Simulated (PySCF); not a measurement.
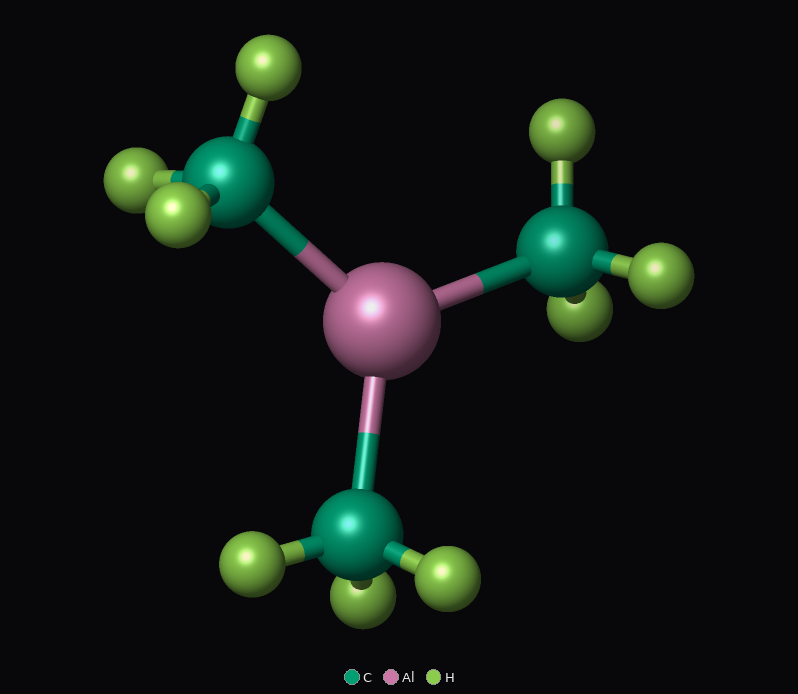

Rendered structure (ball-and-stick style). Every bond is drawn as one stick, whatever its order.

Computed geometry: PBE0-D3(BJ)/def2-SVP optimisation. No frequency run is at hand to confirm it as a minimum.

Which formula does it have?

C₃H₉Al, 13 atoms: 3 carbon, 9 hydrogen and 1 aluminium.

How many bonds of each kind are drawn?

9 C–H, 3 C–Al.

Give a SMILES string for it.

[CH3][Al]([CH3])[CH3]

The parts below concern this one geometry. Atoms keep their numbers from picture to picture.

Shape

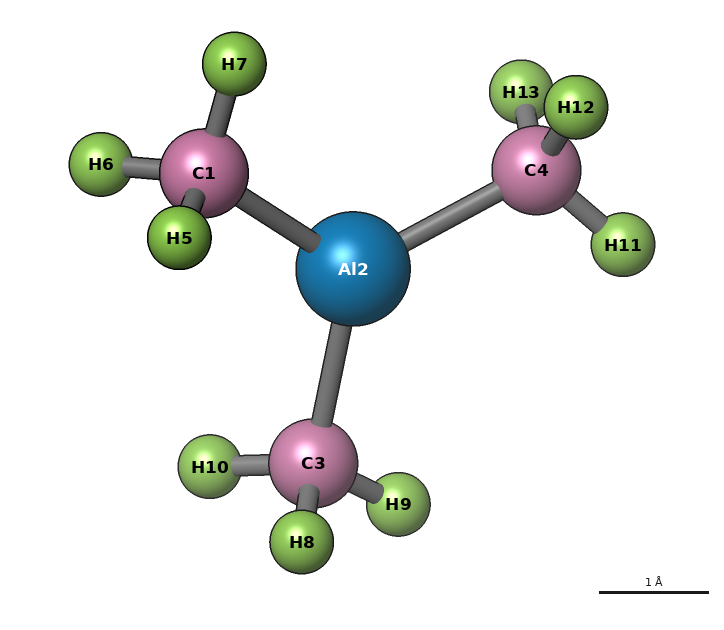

No frequency run is at hand to confirm it as a minimum.

Give the bond lengths.

| bond | length (Å) |
| --- | --- |
| C1–Al2 | 1.964 |
| C1–H5 | 1.105 |
| C1–H6 | 1.104 |
| C1–H7 | 1.102 |
| Al2–C3 | 1.964 |
| Al2–C4 | 1.963 |
| C3–H8 | 1.105 |
| C3–H9 | 1.102 |
| C3–H10 | 1.104 |
| C4–H11 | 1.101 |
| C4–H12 | 1.103 |
| C4–H13 | 1.106 |

Excitation

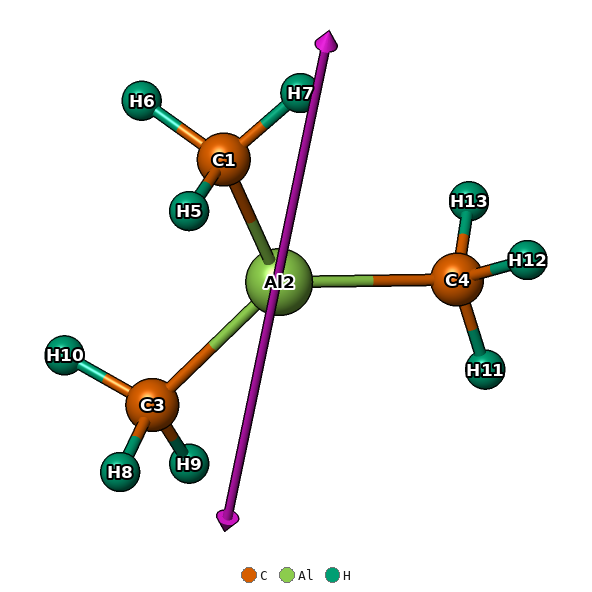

The double arrow shows the direction of the transition dipole to excited singlet state 6 (its length means nothing). No frequency run is at hand to confirm it as a minimum. Method: TDDFT CAM-B3LYP/def2-SVPD, vertical, gas phase, core orbitals frozen in the response (PySCF 2.14.0).

Where does the transition lie, and how strong is it?

8.10 eV (153 nm), oscillator strength 0.025, of mixed character, with the largest part HOMO → LUMO+2 (weight 0.33); transition dipole 0.90 D.

Core levels

No frequency run is at hand to confirm it as a minimum. Properties computed with delta-SCF UKS SCAN, pcX-2 on the ionised atom, pcseg-1 elsewhere, spin-free X2C (PySCF 2.14.0).

Give the core-electron binding energies (to vacuum; p and d levels without spin–orbit splitting) of C1 1s, Al2 1s, Al2 2p.

```tsv
atom	level	binding energy (eV)
C1	1s	289.5
Al2	1s	1566.0
Al2	2p	79.7
```

NMR shielding

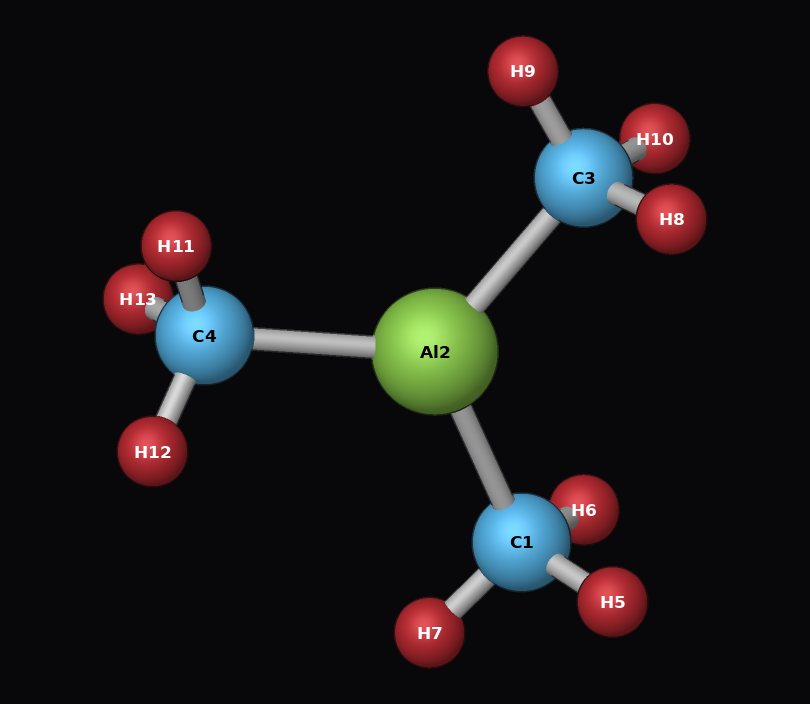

No frequency run is at hand to confirm it as a minimum. Method: GIAO PBE0/pcSseg-1 NMR shielding, non-relativistic, gas phase (PySCF 2.14.0). Principal shieldings σ11 ≤ σ22 ≤ σ33, span Ω = σ33 − σ11, skew κ = 3(σiso − σ22)/Ω.

Give the shielding tensors of the Al atoms.

```json
{"atom": "Al2", "σ11": "199.9", "σ22": "213.4", "σ33": "327.2", "σiso": "246.9", "Ω": "127.3", "κ": "0.79"}
```

Shieldings and span in ppm.
